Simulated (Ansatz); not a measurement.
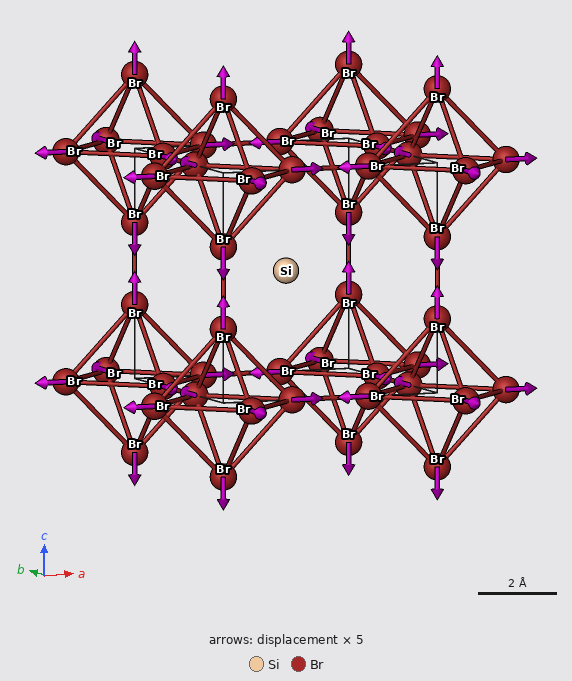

This is a relaxation of crystalline SiBr₆ (a generated structure, set up in Pm-3m) (coarse preliminary run). The starting structure is drawn; purple arrows show the displacements (the part carried along by the change of the cell is left out), magnified 5 times.

The picture is a ball-and-stick view of the cell of the calculation, seen slightly off an axis.

Theory: DFT PBE, scalar-relativistic, plane waves, PAW (Ansatz 0.2.0). (plane-wave cutoff 420 eV; k-point mesh 4 × 4 × 4; occupations gaussian; smearing width 0.1 eV; no spin polarisation; cell and atoms relaxed; force threshold 0.04 eV/Å; at most 70 steps)

**Which element moves most?**

Bromine: up to 0.18 Å, against 0.00 Å for silicon.

**What happened in the run?**

The largest moves relative to the cell, 0.18 Å, are those of Br atoms. Si stays in place. The volume changes by +109.2 %, with a = b = c 5.959 → 7.622 Å (+27.9 %). Among the contacts that change: Br–Br 2.707 → 3.712 Å, Br–Br 2.131 → 2.372 Å. Bonds break: Br–Br (2.71 → 3.71 Å). The space group stays Pm-3m (No. 221). The energy falls by 1214 meV per atom in 9 accepted moves (11 points after the start). The largest force component goes from 0.84 to 0.038 eV/Å. The pressure goes from 25.46 to 0.11 GPa. The SCF was repeated twice at an unchanged geometry on a basis and grid sized afresh for the cell, which shifted the energy by 41.7 meV per atom at most. The run took 41 s on 1 thread of Intel(R) Xeon(R) 6975P-C (Granite Rapids) (shared host), peak memory 0.62 GiB.
